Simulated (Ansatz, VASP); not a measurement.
# KI: VASP beside Ansatz

Aim: how closely do two programs agree when they are given the same cell, functional and k mesh? The cell is taken from a series of VASP runs on this material, whose earlier steps may have relaxed, scaled or displaced it; both programs get it as it stands. Valence electrons are named where the data sets of a main pair hold unlike numbers.

Program: Ansatz 0.2.0. Level of theory: plane waves, with VASP 6.6.1 beside it; band structure at r2SCAN, band structure at LDA and band structure at r2SCAN, spin-orbit coupling. Results are calculated unless marked as measured.

**1. Starting point**

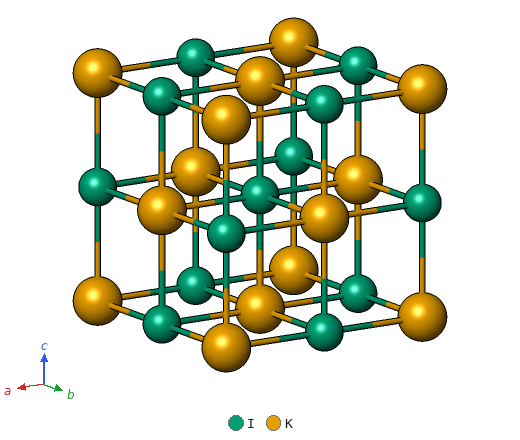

The starting structure, seen from a free direction (iodine teal, potassium orange). This picture shows the conventional cell, with its axes. Some periodic images of atoms are drawn too.

**2. VASP: band structure, r2SCAN**

Levels along a path test the potential and the projectors away from the mesh points.

Lines of VASP's logs that name or quote its potential files are left out, and so is its time.

Input file INCAR:

```
SYSTEM = KI
PREC = Accurate
ENCUT = 350
EDIFF = 1E-06
NELM = 100
ISMEAR = 0
SIGMA = 0.03
LREAL = .FALSE.
ALGO = Normal
METAGGA = R2SCAN
LASPH = .TRUE.
NBANDS = 20
LORBIT = 11
LWAVE = .FALSE.
LCHARG = .FALSE.
KPAR = 4
```

Input file POSCAR:

```
KI
1.0
    0.0000000000      3.5245500000      3.5245500000
    3.5245500000      0.0000000000      3.5245500000
    3.5245500000      3.5245500000      0.0000000000
I K
1 1
Direct
    0.5000000000      0.5000000000      0.5000000000
    0.0000000000      0.0000000000      0.0000000000
```

Input file KPOINTS:

```
Automatic mesh
0
Gamma
6 6 6
0 0 0
```

Input file KPOINTS_OPT:

```
Line mode
10
Line-mode
Reciprocal
  0.00000000   0.00000000   0.00000000 GAMMA
  0.50000000   0.00000000   0.50000000 X

  0.50000000   0.00000000   0.50000000 X
  0.50000000   0.25000000   0.75000000 W

  0.50000000   0.25000000   0.75000000 W
  0.37500000   0.37500000   0.75000000 K

  0.37500000   0.37500000   0.75000000 K
  0.00000000   0.00000000   0.00000000 GAMMA

  0.00000000   0.00000000   0.00000000 GAMMA
  0.50000000   0.50000000   0.50000000 L

  0.50000000   0.50000000   0.50000000 L
  0.62500000   0.25000000   0.62500000 U

  0.62500000   0.25000000   0.62500000 U
  0.50000000   0.25000000   0.75000000 W

  0.50000000   0.25000000   0.75000000 W
  0.50000000   0.50000000   0.50000000 L

  0.50000000   0.50000000   0.50000000 L
  0.37500000   0.37500000   0.75000000 K

  0.62500000   0.25000000   0.62500000 U
  0.50000000   0.00000000   0.50000000 X
```

PAW data sets: I and K_sv (PBE family, release 64).

Run with:

```
mpirun -np 4 vasp_std
```

Numbers of over 12 decimals in the logs are rounded to 6 here.

The log of the run:

```text
[banner, memory and clock lines left out]
running    4 mpi-ranks, on    1 nodes
 distrk:  each k-point on    1 cores,    4 groups
 distr:  one band on    1 cores,    1 groups

 POSCAR found type information on POSCAR I K
 POSCAR found :  2 types and       2 ions
|                                                                             |
|               ----> ADVICE to this user running VASP <----                  |
|                                                                             |
|     You enforced a specific xc type in the INCAR file but a different       |
|     [... a line on the potential file left out ...]
|     I HOPE YOU KNOW WHAT YOU ARE DOING!                                     |
|                                                                             |

 LDA part: xc-table for (None), standard interpolation
 POSCAR, INCAR and KPOINTS ok, starting setup
 FFT: planning ... GRIDC
 FFT: planning ... GRID_SOFT
 FFT: planning ... GRID
 WAVECAR not read
 entering main loop
       N       E                     dE             d eps       ncg     rms          rms(c)
DAV:   1     0.371855511388E+02    0.37186E+02   -0.50759E+03   640   0.514E+02
DAV:   2    -0.335081174917E+02   -0.70694E+02   -0.67205E+02   824   0.153E+02
DAV:   3    -0.371609281015E+02   -0.36528E+01   -0.36314E+01   928   0.287E+01
DAV:   4    -0.373383449387E+02   -0.17742E+00   -0.17727E+00   920   0.569E+00
DAV:   5    -0.373401888287E+02   -0.18439E-02   -0.18438E-02   888   0.626E-01    0.316E+00
DAV:   6    -0.339782976545E+02    0.33619E+01   -0.84939E-01  1024   0.615E+00    0.217E+00
DAV:   7    -0.339680605676E+02    0.10237E-01   -0.65508E-02   812   0.131E+00    0.118E+00
DAV:   8    -0.339780645392E+02   -0.10004E-01   -0.17846E-02   808   0.667E-01    0.506E-01
DAV:   9    -0.339806476277E+02   -0.25831E-02   -0.26679E-03   696   0.341E-01    0.114E-01
DAV:  10    -0.339806039951E+02    0.43633E-04   -0.64142E-05   800   0.445E-02    0.472E-02
DAV:  11    -0.339806528307E+02   -0.48836E-04   -0.35527E-05   728   0.318E-02    0.675E-03
DAV:  12    -0.339806554670E+02   -0.26363E-05   -0.32336E-06   792   0.113E-02    0.266E-03
DAV:  13    -0.339806552533E+02    0.21367E-06   -0.12688E-07   684   0.209E-03
   1 F= -.33980655E+02 E0= -.33980655E+02  d E =-.476462E-29
 Start KPOINTS_OPT (optional k-point list driver)
k-point batch [1-16\100]
       N       E                     dE             ncg
DAV:   1    -0.146652600854E+04   -0.56014E+04      640
DAV:   2    -0.264470093397E+04   -0.11782E+04      824
DAV:   3    -0.270414870905E+04   -0.59448E+02      884
DAV:   4    -0.270683517304E+04   -0.26865E+01      984
DAV:   5    -0.270686269482E+04   -0.27522E-01      868
DAV:   6    -0.270686338540E+04   -0.69058E-03      892
DAV:   7    -0.270686339310E+04   -0.77046E-05      916
DAV:   8    -0.270686339325E+04   -0.14597E-06      672
[...]
k-point batch [97-100\100]
       N       E                     dE             ncg
DAV:   1     0.418361859340E+04   -0.18059E+04      160
DAV:   2     0.389783865134E+04   -0.28578E+03      216
DAV:   3     0.388311292517E+04   -0.14726E+02      224
DAV:   4     0.388239975185E+04   -0.71317E+00      240
DAV:   5     0.388239254393E+04   -0.72079E-02      208
DAV:   6     0.388239226624E+04   -0.27768E-03      240
DAV:   7     0.388239226419E+04   -0.20497E-05      208
DAV:   8     0.388239226416E+04   -0.38546E-07      152
```

From OUTCAR (step 2):

```text
ion  position               nearest neighbor table
   1  0.500  0.500  0.500-   2 3.52   2 3.52   2 3.52   2 3.52   2 3.52   2 3.52
   2  0.000  0.000  0.000-   1 3.52   1 3.52   1 3.52   1 3.52   1 3.52   1 3.52

  LATTYP: Found a face centered cubic cell.
 ALAT       =     7.0491000000

 Subroutine GETGRP returns: Found 48 space group operations
 (whereof 48 operations were pure point group operations)

The static configuration has the point symmetry O_h .

 Found     16 irreducible k-points:

   k-points           NKPTS =     16   k-points in BZ     NKDIM =     16   number of bands    NBANDS=     20

   dimension x,y,z NGX =    30 NGY =   30 NGZ =   30
   dimension x,y,z NGXF=    60 NGYF=   60 NGZF=   60

   ENCUT  =  350.0 eV  25.72 Ry    5.07 a.u.   7.60  7.60  7.60*2*pi/ulx,y,z

   NELECT =      16.0000    total number of electrons

 k-points in reciprocal lattice and weights: Automatic mesh
   0.00000000  0.00000000  0.00000000       0.005
   0.16666667  0.00000000  0.00000000       0.037
   0.33333333  0.00000000  0.00000000       0.037
   0.50000000  0.00000000  0.00000000       0.019
   0.16666667  0.16666667  0.00000000       0.028
   0.33333333  0.16666667  0.00000000       0.111
   0.50000000  0.16666667  0.00000000       0.111
  -0.33333333  0.16666667  0.00000000       0.111
  -0.16666667  0.16666667  0.00000000       0.056
[...]
-0.33333333  0.33333333  0.16666667       0.111
  -0.33333333  0.50000000  0.16666667       0.056

 average (electrostatic) potential at core
       1 -99.1850       2 -39.7785

 E-fermi :  -0.4875

 k-point     1 :       0.0000    0.0000    0.0000
  band No.  band energies     occupation
    ...
      4     -13.0809      2.00000
      5     -11.5417      2.00000
      6      -0.7183      2.00000
      7      -0.7183      2.00000
      8      -0.7183      2.00000
      9       3.9082      0.00000
     10       6.3264      0.00000
     11       6.3264      0.00000
     12       6.3264      0.00000
     13       7.1837      0.00000
    ...

 k-point     2 :       0.1667    0.0000    0.0000
  band No.  band energies     occupation
    ...
      4     -13.0815      2.00000
      5     -11.4632      2.00000
      6      -1.1311      2.00000
      7      -0.8098      2.00000
      8      -0.8098      2.00000
      9       4.5243      0.00000
     10       6.2251      0.00000
     11       6.6343      0.00000
     12       6.6343      0.00000
     13       7.5140      0.00000
    ...

 k-point     3 :       0.3333    0.0000    0.0000
  band No.  band energies     occupation
    ...
      4     -13.0824      2.00000
      5     -11.3133      2.00000
      6      -1.7805      2.00000
      7      -0.9800      2.00000
      8      -0.9800      2.00000
      9       5.1912      0.00000
     10       6.9243      0.00000
     11       7.3839      0.00000
     12       7.3840      0.00000
     13       8.3844      0.00000
    ...

  Total        0.1088615      0.1088615      0.1088615      0.0000000      0.0000000     -0.0000000
  in kB        1.9917906      1.9917906      1.9917906      0.0000000      0.0000000     -0.0000000
  external PRESSURE =       1.9917906 kB  Pullay stress =       0.0000000 kB

  energy-cutoff  :      350.00
  volume of cell :       87.57
      direct lattice vectors                 reciprocal lattice vectors
     0.000000000  3.524550000  3.524550000    -0.141862082  0.141862082  0.141862082
     3.524550000  0.000000000  3.524550000     0.141862082 -0.141862082  0.141862082
     3.524550000  3.524550000  0.000000000     0.141862082  0.141862082 -0.141862082

 POSITION                                       TOTAL-FORCE (eV/Angst)
 -----------------------------------------------------------------------------------
      3.52455      3.52455      3.52455         0.000000     -0.000000     -0.000000
      0.00000      0.00000      0.00000        -0.000000      0.000000      0.000000
 -----------------------------------------------------------------------------------
    total drift:                               -0.000000      0.000000      0.000000

  FREE ENERGIE OF THE ION-ELECTRON SYSTEM (eV)
  ---------------------------------------------------
  free  energy   TOTEN  =       -33.9806552533 eV

  energy  without entropy=      -33.9806552533  energy(sigma->0) =      -33.98065525

 total charge
# of ion       s       p       d       tot
------------------------------------------
    1        1.491   2.898   0.001   4.391
    2        1.958   5.673   0.021   7.652
--------------------------------------------------
tot          3.449   8.572   0.022  12.043

[... 3 further parts left out ...]
```

The run ends at a pressure of 0.20 GPa.

**3. Ansatz: band structure, r2SCAN**

Ansatz runs on its default PAW (the set named soft_2) files.

The same cell, functional, mesh and smearing now go to Ansatz, which takes its cutoff from its data sets.

Input file input.yaml:

```yaml
crystal:
  lattice:
    - [0.0, 3.52455, 3.52455]
    - [3.52455, 0.0, 3.52455]
    - [3.52455, 3.52455, 0.0]
  atoms:
    - { symbol: I, position: [0.5, 0.5, 0.5] }
    - { symbol: K, position: [0.0, 0.0, 0.0] }
hamiltonian:
  xc: r2scan
  pseudopotentials: { kind: paw }
kpoints:
  mp_grid: { grid: [6, 6, 6] }
  band_path:
    path:
      - [0.0, 0.0, 0.0]
      - [0.16667, 0.0, 0.16667]
      - [0.33333, 0.0, 0.33333]
      - [0.5, 0.0, 0.5]
      - [0.5, 0.08333, 0.58333]
      - [0.5, 0.19444, 0.69444]
      - [0.5, 0.25, 0.75]
      - [0.45833, 0.29167, 0.75]
      - [0.40278, 0.34722, 0.75]
      - [0.375, 0.375, 0.75]
      - [0.20833, 0.20833, 0.41667]
      - [0.08333, 0.08333, 0.16667]
      - [0.0, 0.0, 0.0]
      - [0.22222, 0.22222, 0.22222]
      - [0.38889, 0.38889, 0.38889]
      - [0.51389, 0.47222, 0.51389]
      - [0.55556, 0.38889, 0.55556]
      - [0.61111, 0.27778, 0.61111]
      - [0.61111, 0.25, 0.63889]
      - [0.56944, 0.25, 0.68056]
      - [0.51389, 0.25, 0.73611]
      - [0.5, 0.27778, 0.72222]
      - [0.5, 0.38889, 0.61111]
      - [0.5, 0.47222, 0.52778]
      - [0.48611, 0.48611, 0.52778]
      - [0.43056, 0.43056, 0.63889]
      - [0.38889, 0.38889, 0.72222]
      - [0.59722, 0.19444, 0.59722]
      - [0.55556, 0.11111, 0.55556]
      - [0.5, 0.0, 0.5]
    npoints: 1
scf:
  occupations: { method: gaussian, width: 0.03 }
  n_extra_bands: 7
output:
  forces: true
  stress: true
  eigenvalues: true
```

Run with:

```
ansatz run input.yaml --threads 2 --pin off --max-ram 4608MiB --backend cpu --events-out ev --progress --plain --runs-dir out
```

The log of the run:

```text
scf.n_extra_bands = 7 over 13 filled bands (N_el = 26.0): the run solves 20 bands
Engine: ansatz 0.2.0, aarch64-unknown-linux-gnu
Pseudopotentials: kind: paw
Pseudopotential: I, paw, valence charge 17, recommended cutoff 500 eV (meta_gga), I.paw.azcp
Pseudopotential: K, paw, valence charge 9, recommended cutoff 500 eV (meta_gga), K.paw.azcp
Functional definition: r2SCAN
  parameter k0 = 0.174
  parameter k1 = 0.065
  parameter a1 = 4.9479
  exchange = r2scan_x(k0 = k0, k1 = k1, a1 = a1)
  correlation = r2scan_c
Crystal: 2 atoms, lattice volume = 87.567 Å³
Basis set: ecut = 500 eV, 2229 PW (Γ), exchange–correlation on 160×160×160 points (64 copies of the dense FFT grid, shifted against one another)
Bands: 20, of which v1, the nominal top of the filled ones, is band 13 counted from 1 (12 counted from 0)
Symmetry: 48 space group operations
Space group: Fm-3m (ITA 225), of the structure as read, at distance tolerance 4.4e-5 Å
k-points: 16 of 216
Non-local potential: I, projectors of the file, l = 0: 2, l = 1: 2, l = 2: 2, l = 3: 2
Non-local potential: K, projectors of the file, l = 0: 3, l = 1: 2, l = 2: 2
PAW form: soft (Blöchl's): semilocal exchange-correlation on the pseudo side does not see the compensation charge
PAW frozen core: I, regenerated for the run's functional (the file was generated under x = pbe(κ = 0.804, μ = 0.219515), c = pbe(β = 0.066725))
PAW frozen core: K, regenerated for the run's functional (the file was generated under x = pbe(κ = 0.804, μ = 0.219515), c = pbe(β = 0.066725))
PAW one-centre angular grid: I, 590 points (default); XC on 160 Gauss nodes
PAW one-centre angular grid: K, 302 points (default); XC on 160 Gauss nodes
Initial density: superposition of atomic densities (neutral atoms: chi_scale 0, normalization atom), corrected by the library's trained network
Initial wavefunctions: pseudopotential atomic-orbital guess
Functional: x = r2scan, c = r2scan; τ floored in thin density (d = 2e-4 eV/Å³)
SCF iter   1: F=—  HF=-9073.911345 eV  |F-HF|=—  |Δ(HF+E_count)|=         —  Δρ=2.51e-3  dr2=3.37e-3  dr2_τ=6.60e-4  ethr=1.77e-3  ⟨swp⟩=6.7  Hψ=1851  notcnv=0  defer=2
preconditioner: auto → none  [insulator: Δε(μ)=4.651 eV  Ē_g=15.566 eV  σ=0.030 eV  W_gap=1.00  n_scr=14 (ndim 8)  ℏωp=14.8 eV  f_vac=0.136  D(μ)=0.00/eV (n_scr^D=0)  ε∞_Penn≈1.9]
SCF iter   2: F=—  HF=-9073.920104 eV  |F-HF|=—  |Δ(HF+E_count)|=   8.76e-3  Δρ=1.00e-3  dr2=4.13e-4  dr2_τ=4.48e-5  ethr=1.30e-5  ⟨swp⟩=3.6  Hψ=808  notcnv=0  defer=20
SCF iter   3: F=—  HF=-9073.920256 eV  |F-HF|=—  |Δ(HF+E_count)|=   1.52e-4  Δρ=2.23e-4  dr2=3.58e-5  dr2_τ=4.81e-6  ethr=1.59e-6  ⟨swp⟩=2.0  Hψ=552  notcnv=0  defer=20
SCF iter   4: F=—  HF=-9073.920263 eV  |F-HF|=—  |Δ(HF+E_count)|=   6.91e-6  Δρ=9.56e-5  dr2=7.10e-6  dr2_τ=2.84e-7  ethr=1.38e-7  ⟨swp⟩=2.0  Hψ=508  notcnv=0  defer=20
SCF iter   5: F=—  HF=-9073.920264 eV  |F-HF|=—  |Δ(HF+E_count)|=   8.36e-7  Δρ=1.48e-5  dr2=3.42e-7  dr2_τ=1.23e-8  ethr=2.73e-8  ⟨swp⟩=3.0  Hψ=506  notcnv=0  defer=20
SCF iter   6: F=-9073.920264 eV  HF=-9073.920264 eV  |F-HF|=3.74e-9  |Δ(HF+E_count)|=   8.01e-8  Δρ=1.99e-6  dr2=4.91e-9  dr2_τ=2.11e-10  ethr=3.85e-10  ⟨swp⟩=9.9  Hψ=1737  notcnv=0
SCF 1 converged in 6 iterations: F = -9073.920264 eV  dr2 = 4.91e-9
  greatest PAW one-centre occupation: 0.999 electrons in one spin orbital (limit 2), on the I atom at site 0 (counted from 0), in its partial waves of l = 2
NSCF: frozen V_eff on 30 k-points
SCF converged after 6 iterations
Free energy (F): -9073.920264 eV
Harris-Foulkes:  -9073.920264 eV  (|F-HF|=3.74e-9)
Internal energy: -9073.920264 eV  (E = F + TS)
E sigma→0 (E₀):  -9073.920264 eV
Fermi energy:    4.295157 eV
--- Per-component energies (eV) ---
  E_band       = -542.238768
  E_kinetic    = 442.817972
  E_local      = -2820.338483  (includes V_loc(G=0)·N_el)
  E_nonlocal   = -77.364933
  E_hartree    = 1336.974569
  E_xc         = -255.101865
  E_vxc        = -326.406523  (∫ρ·V_xc dr)
  E_paw        = -5627.525037  (= ΣΔE_a)
  E_vpaw       = -454.383100  (= ΣTr[D̂ρ^β])
  E_aug_tail   = -0.000039  (compensation charges beyond the density's cutoff)
  E_vtau       = 19.491081  (kinetic-family band-sum trace: ∫τ·v_τ [+ j·A + Jᵃ·Aᵃ] dr)
  E_ewald      = -2073.259316
  E_core_change = -0.123132  (= ΣΔE_core)
  E_smearing   = -0.000000  (= −TS)
  E_closure    = -0.000000  (closes the sum)
  Σ components = -9073.920264   (vs F -9073.920264, Δ=0.00e0)
--- Forces (eV/Å), atoms counted from 1 ---
  atom   1  I      0.00000000    -0.00000000    -0.00000000
  atom   2  K     -0.00000000     0.00000000     0.00000000
  max |Σ_I F_I| component: 3.60e-29 eV/Å
--- Stress (GPa, compression-positive) ---
        0.238568       0.000000       0.000000
       -0.000000       0.238568      -0.000000
       -0.000000       0.000000       0.238568
  P = ⅓ Tr σ = 0.2386 GPa (2.386 kbar)
--- Band table (eV; the first three rows and the last of 16) ---
  k-point 0: bands = [... 9 lower, -8.8368, 1.9805, 1.9805, 1.9805, 6.6096, 9.0386, 9.0386, 9.0386, ... 3 higher]
  k-point 1: bands = [... 9 lower, -8.7558, 1.5682, 1.8889, 1.8889, 7.2256, 8.9345, 9.3463, 9.3463, ... 3 higher]
  k-point 2: bands = [... 9 lower, -8.6023, 0.9191, 1.7183, 1.7183, 7.8949, 9.6276, 10.0946, 10.0946, ... 3 higher]
  k-point 15: bands = [... 9 lower, -8.6297, 1.0851, 1.4035, 1.4315, 8.1188, 9.1356, 9.9628, 11.1127, ... 3 higher]
```

Run time: 6.9 s. Hardware: 2 threads of Arm Neoverse N1, shared host; peak memory 0.58 GiB.

**4. Differences**

Known differences besides the potentials themselves: VASP keeps PBE cores, Ansatz makes them for the functional; the data sets hold 26 valence electrons in Ansatz (on its default PAW (the set named soft_2) files) and 16 in VASP; the cutoff is 500 eV in Ansatz and 350 eV in VASP. Total energies have different zeros and are not compared.

The two programs side by side:

```
                     quantity  Ansatz   VASP  difference
               pressure (GPa)    0.24   0.20       +0.04
gap over the path points (eV)   4.629  4.627      +0.003
```

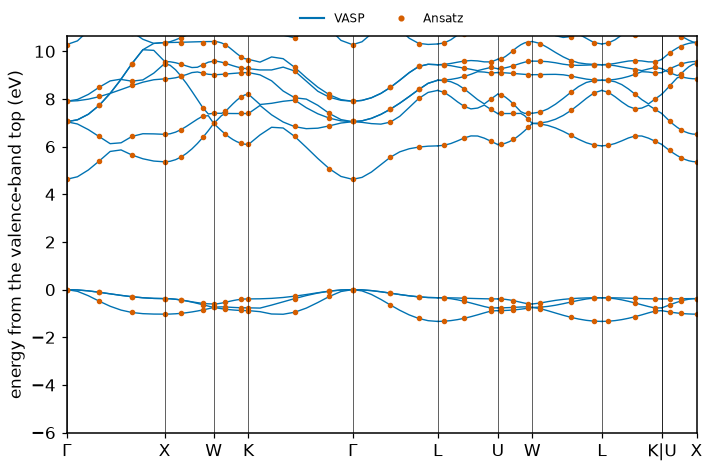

Bands from VASP (lines) and levels from Ansatz (dots). Dots without a line are higher empty bands that the VASP plot leaves out.

Levels at points of the path, from each program's valence-band top (eV; 3 filled, then empty):

```
k (reciprocal lattice)                            Ansatz                              VASP
     0.000 0.000 0.000     0.00 0.00 0.00 4.63 7.06 7.06     0.00 0.00 0.00 4.63 7.04 7.04
     0.167 0.000 0.167  -0.49 -0.11 -0.11 5.40 6.43 7.75  -0.49 -0.11 -0.11 5.40 6.42 7.73
     0.333 0.000 0.333  -0.96 -0.30 -0.30 5.66 6.43 8.57  -0.96 -0.30 -0.30 5.65 6.43 8.56
     0.500 0.000 0.500  -1.03 -0.38 -0.38 5.37 6.52 8.86  -1.03 -0.38 -0.38 5.36 6.51 8.84
     0.500 0.083 0.583  -0.99 -0.44 -0.43 5.57 6.72 8.96  -1.00 -0.44 -0.44 5.56 6.71 8.95
     0.500 0.194 0.694  -0.85 -0.63 -0.58 6.39 7.29 7.64  -0.85 -0.64 -0.58 6.38 7.28 7.63
     0.500 0.250 0.750  -0.75 -0.75 -0.60 6.98 6.98 7.41  -0.75 -0.75 -0.60 6.97 6.97 7.40
     0.458 0.292 0.750  -0.82 -0.73 -0.53 6.54 7.40 7.47  -0.82 -0.73 -0.53 6.53 7.39 7.47
     0.403 0.347 0.750  -0.87 -0.76 -0.41 6.15 7.39 8.08  -0.88 -0.76 -0.41 6.14 7.39 8.08
     0.375 0.375 0.750  -0.88 -0.77 -0.39 6.10 7.39 8.20  -0.88 -0.77 -0.39 6.09 7.39 8.20
```

Among the levels compared at these points, filled levels agree within 4 meV and empty ones within 14 meV. Ansatz's pressure holds a Pulay correction of 0.01 GPa; VASP's holds none.

**5. Ansatz: band structure, LDA**

The same path points are solved in both programs, so levels can be compared one by one. The cell compared in this pair holds 79.63 Å³, against 87.57 Å³ for the pair before.

The cell is taken from a series of VASP runs on this material, whose earlier steps may have relaxed, scaled or displaced it; both programs get it as it stands.

Edit input.yaml of step 3 so:

```diff
@@ -2,5 +2,5 @@
   lattice:
-    - [0.0, 3.52455, 3.52455]
-    - [3.52455, 0.0, 3.52455]
-    - [3.52455, 3.52455, 0.0]
+    - [0.0, 3.4146498496, 3.4146498496]
+    - [3.4146498496, 0.0, 3.4146498496]
+    - [3.4146498496, 3.4146498496, 0.0]
   atoms:
@@ -9,3 +9,3 @@
 hamiltonian:
-  xc: r2scan
+  xc: lda
   pseudopotentials: { kind: paw }
```

The log of the run:

```text
[...]
Crystal: 2 atoms, lattice volume = 79.628 Å³
Basis set: ecut = 420 eV, 1471 PW (Γ)
Bands: 20, of which v1, the nominal top of the filled ones, is band 13 counted from 1 (12 counted from 0)
Symmetry: 48 space group operations
[...]
k-points: 16 of 216
[...]
k-point 0: bands = [... 9 lower, -7.9313, 2.8539, 2.8539, 2.8539, 6.7094, 9.0954, 9.0954, 9.0954, ... 3 higher]
  k-point 1: bands = [... 9 lower, -7.7902, 2.3191, 2.7301, 2.7301, 7.4113, 9.0414, 9.4189, 9.4189, ... 3 higher]
  k-point 2: bands = [... 9 lower, -7.5527, 1.5353, 2.5058, 2.5058, 8.0716, 9.8991, 10.2213, 10.2213, ... 3 higher]
  k-point 15: bands = [... 9 lower, -7.6438, 1.7984, 2.1669, 2.1670, 8.2174, 9.2727, 10.2056, 11.2892, ... 3 higher]
[key lines of the parts left out:]
SCF converged after 6 iterations
Free energy (F): -8855.097037 eV
Fermi energy:    4.781744 eV
P = ⅓ Tr σ = -0.0819 GPa (-0.819 kbar)
```

Wall time 2.9 s (2 threads); peak memory 0.29 GiB; 5.1 s of CPU time.

(Part 1 of 2 ends here.)

[Lines on the potential files, build, host, timing and source positions are cut from VASP's logs without a mark.]

[Logs are printed without paths, hosts, clocks, repeated set-up lines and the standing remarks that a program may print on its own settings, such as how far it seeks lower states.]

[Hosts, paths, dates, database ids (printed as entryN), source tags and the programs' standing remarks are cut or masked in the printed files.]
